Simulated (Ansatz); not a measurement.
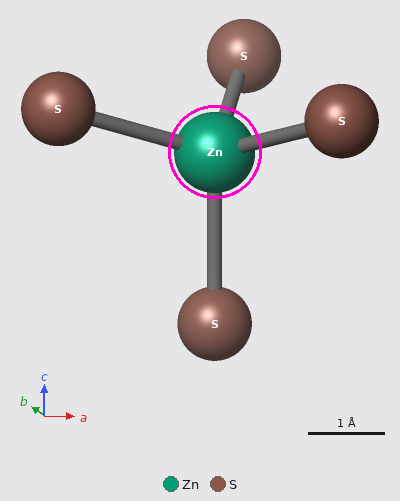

Perfect ZnS. The picture is a ball-and-stick view of the atoms within 3.3 Å of one point, seen slightly off an axis.

These are results of DFT, PBE, plane-wave PAW, default files, scalar-relativistic in Ansatz, not measurements. (plane-wave cutoff 420 eV; k-point mesh 3 × 3 × 1; occupations fermi dirac; smearing width 0.01 eV; collinear spin) The axes drawn are those of the host's conventional cell.

A zinc atom is replaced by caesium at the ringed place, in charge state 0. The supercell has 36 sites, and the atoms are relaxed at the host's cell.

**Predict the relaxed surroundings of the defect.**

In the host the Zn atom has 4 S at 2.33 to 2.34 Å; the Cs atom ends with 7 S at 3.15 to 3.44 Å, 3 Zn at 3.44 Å. Of the host's atoms, a sulfur atom moves furthest from its site, by 1.00 Å. The Cs atom itself moves 0.69 Å from where it was put. The cell's net moment is 0.56 μB. Relaxing the atoms from the host's sites lowers the energy by 8.18 eV.

The relaxed defect, seen from the same direction:

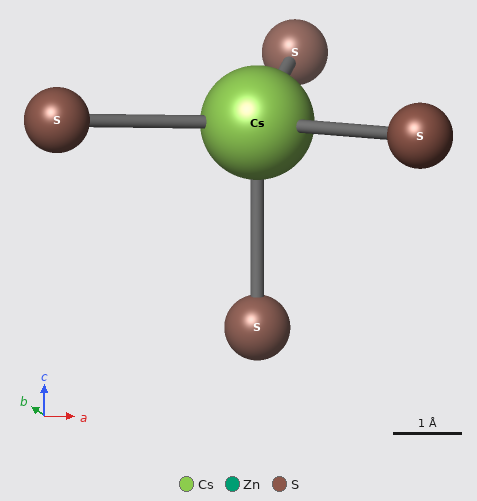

Limits of the set-up: the periodic images lie only 6.6 Å apart, so the values are limited by the cell's size.
